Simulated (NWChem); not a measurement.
**triplet BH3O3: levels of theory compared**

Wanted: a comparison of 4 runs (UBHLYP/def2-SVPD, UPBE0/def2-SVPD, UB3LYP/def2-SVPD, UM06-2X/def2-SVPD) of triplet BH3O3. 

Program for the calculation: NWChem 7.3.0.

3 further runs of the same task are left out: 3 that didn't finish.

## (1) Starting point

BH3O3 has 7 atoms, charge 0, and is taken as a triplet. SMILES of the parent species: `OB(O)O`. Geometry: relaxed at PBE0-D4/def2-TZVP. That shape belongs to the parent species and isn't relaxed for this state.

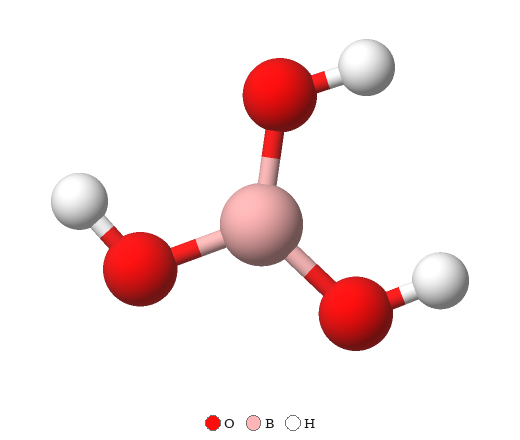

The structure, seen from a chosen angle (oxygen red, boron pink, hydrogen white).

## (2) The energy at UBHLYP/def2-SVPD (run 1)

The input, bh3o3.nw:

```
start bh3o3
title "BH3O3 energy"
memory 2200 mb
geometry units au noautosym nocenter noautoz
  O  -2.09702908  1.51669419  0.60830284
  B  -0.02305466 -0.01285014  0.43218036
  O   0.94713073 -0.88684847  2.64580555
  O   1.13515848 -0.72055257 -1.78654708
  H  -2.75408685  2.11384764 -0.96659491
  H   2.39390505 -1.94301640  2.37066142
  H   0.39778735 -0.06746322 -3.30380818
end
basis spherical bse
  * library def2-SVPD
end
dft
  xc bhlyp
  mult 3
  grid fine
  convergence energy 1e-08
  maxiter 100
  mulliken
  print low
end
task dft energy
```

Launch:

```
$ nwchem bh3o3.nw > bh3o3.out
```

Log:

```text
[...]
 d= 0,ls=0.0,diis     1   -251.8137447839 -3.68D+02  1.61D-01  1.61D-01     1.7
[...]
 d= 0,ls=0.0,diis    20   -251.9058496127 -9.89D-11  2.88D-06  2.07D-11    30.6
[...]
         Total DFT energy =     -251.905849612738
      One electron energy =     -573.249762586089
           Coulomb energy =      235.838202665500
    Exchange-Corr. energy =      -30.723924234423
 Nuclear repulsion energy =      116.229634542273
[...]
      Total Density - Mulliken Population Analysis
     ---------------------------------------------
    Atom       Charge   Shell Charges
 -----------   ------   -------------------------------------------------------
    1 O    8     8.12   1.99  1.09  0.58 -0.07  2.89  1.55  0.10  0.01 -0.02
    2 B    5     6.38   1.98  0.80  0.42  1.60  1.60 -0.30  0.26  0.02
    3 O    8     7.46   1.99  1.16  0.55 -0.45  2.78  1.25  0.16  0.01  0.00
    4 O    8     7.36   1.99  1.09  0.58 -0.78  2.88  1.55  0.05  0.01 -0.01
    5 H    1     0.96   0.69  0.18  0.07  0.01
    6 H    1     0.81   0.65  0.07  0.07  0.01
    7 H    1     0.92   0.69  0.14  0.07  0.01
[...]
      <S2> =      2.0105 (Exact =     2.0000)
[...]
```

Wall time 31 s (1 thread of AMD EPYC 9R45 (Zen 5), shared host); peak memory 0.12 GiB.

## (3) A single-point energy at UPBE0/def2-SVPD (run 2)

The input, sp.nw:

```
start sp
memory 2200 mb

geometry units au noautosym nocenter noautoz
 O  -2.09702908  1.51669419  0.60830284
 B  -0.02305466 -0.01285014  0.43218036
 O   0.94713073 -0.88684847  2.64580555
 O   1.13515848 -0.72055257 -1.78654708
 H  -2.75408685  2.11384764 -0.96659491
 H   2.39390505 -1.94301640  2.37066142
 H   0.39778735 -0.06746322 -3.30380818
end

basis spherical bse
 * library def2-SVPD
end

dft
 xc pbe0
 mult 3
 grid fine
 convergence energy 1e-08
 maxiter 100
 mulliken
 print low
end

task dft energy
```

Launch:

```
$ nwchem sp.nw > sp.out
```

Log:

```text
[...]
 d= 0,ls=0.0,diis     1   -251.6734756593 -3.68D+02  1.87D-01  1.82D-01     1.7
[...]
 d= 0,ls=0.0,diis    55   -251.7658668896  1.73D-11  3.45D-07  1.43D-11    84.3
[...]
         Total DFT energy =     -251.765866889622
      One electron energy =     -573.277551864125
           Coulomb energy =      235.807201020971
    Exchange-Corr. energy =      -30.525150588740
 Nuclear repulsion energy =      116.229634542273
[...]
      Total Density - Mulliken Population Analysis
     ---------------------------------------------
    Atom       Charge   Shell Charges
 -----------   ------   -------------------------------------------------------
    1 O    8     7.99   1.99  1.10  0.58 -0.18  2.87  1.50  0.14  0.01 -0.01
    2 B    5     6.29   1.98  0.82  0.35  1.56  1.64 -0.34  0.26  0.02
    3 O    8     7.75   1.99  1.14  0.57 -0.17  2.80  1.32  0.08  0.01 -0.00
    4 O    8     7.35   1.99  1.11  0.58 -0.70  2.85  1.46  0.05  0.01 -0.01
    5 H    1     0.93   0.69  0.14  0.07  0.02
    6 H    1     0.80   0.68  0.04  0.07  0.01
    7 H    1     0.89   0.69  0.10  0.07  0.03
[...]
      <S2> =      2.0112 (Exact =     2.0000)
[...]
```

Run time: 85 s. Hardware: 1 thread of AMD EPYC 9R45 (Zen 5), shared host; peak memory 0.12 GiB.

Run 3 isn't shown in full; the table further down has it.

## (4) A single-point energy at UM06-2X/def2-SVPD (run 4)

The input, a.nw:

```
start a
memory total 2200 mb

geometry noautosym nocenter noautoz
  O       -1.109700       0.802600       0.321900
  B       -0.012200      -0.006800       0.228700
  O        0.501200      -0.469300       1.400100
  O        0.600700      -0.381300      -0.945400
  H       -1.457400       1.118600      -0.511500
  H        1.266800      -1.028200       1.254500
  H        0.210500      -0.035700      -1.748300
end

basis spherical bse
  * library def2-SVPD
end

dft
  xc m06-2x
  mult 3
  grid fine
  convergence energy 1e-08
  maxiter 100
  mulliken
end

task dft energy
```

Launch:

```
$ nwchem a.nw > a.out
```

Log:

```text
[...]
          Wavefunction type:  spin polarized.
          No. of atoms     :     7
          No. of electrons :    32
[...]
          Charge           :     0
          Spin multiplicity:     3
[...]
          AO basis - number of functions:   113
[...]
              XC Information
              --------------
                       M06-2X Method XC Functional
                     Hartree-Fock (Exact) Exchange  0.540
                        M06-2X Exchange Functional  1.000
                      M06-2X Correlation Potential  1.000
[...]
 d= 0,ls=0.0,diis     1   -251.8309775924 -3.68D+02  2.04D-01  1.61D-01     2.0
[...]
 d= 0,ls=0.0,diis    32   -251.9225578580 -1.32D-09  6.51D-06  3.75D-11    60.3
[...]
         Total DFT energy =     -251.922557857971
      One electron energy =     -573.182143364481
           Coulomb energy =      235.734553373887
    Exchange-Corr. energy =      -30.704610760657
 Nuclear repulsion energy =      116.229642893280
[...]
      Total Density - Mulliken Population Analysis
     ---------------------------------------------
    Atom       Charge   Shell Charges
 -----------   ------   -------------------------------------------------------
    1 O    8     8.19   1.99  1.08  0.59  0.03  2.88  1.53  0.09  0.01 -0.02
    2 B    5     6.07   1.98  0.80  0.19  1.44  1.61 -0.30  0.25  0.09
    3 O    8     7.61   1.99  1.16  0.55 -0.29  2.78  1.26  0.15  0.01 -0.00
    4 O    8     7.58   1.99  1.09  0.59 -0.50  2.87  1.52  0.04  0.01 -0.02
    5 H    1     0.92   0.69  0.15  0.07  0.02
    6 H    1     0.76   0.65  0.02  0.07  0.02
    7 H    1     0.86   0.69  0.09  0.07  0.01
[...]
      <S2> =      2.0138 (Exact =     2.0000)
[...]
```

Run time: 61 s. Hardware: 1 thread of AMD EPYC 9R45 (Zen 5), shared host; peak memory 0.12 GiB.

## (5) The series

```
run              level  energy (Eh)   ⟨S²⟩  wall time
  1   UBHLYP/def2-SVPD  -251.905850  2.010       31 s
  2    UPBE0/def2-SVPD  -251.765867  2.011       85 s
  3   UB3LYP/def2-SVPD  -252.051622  2.009       34 s
  4  UM06-2X/def2-SVPD  -251.922558  2.014       61 s
```

## (6) What came out

| quantity | value |
| --- | --- |
| run 4: total energy | -251.92256 Eh |
| run 4: dipole moment | 1.75 D |
| run 4: HOMO energy (highest over α and β) | -3.24 eV |
| run 4: ⟨S²⟩ | 2.014 |

In words: Totals of different functionals can't be ranked against each other. All runs together took 3.5 min, the longest 85 s.
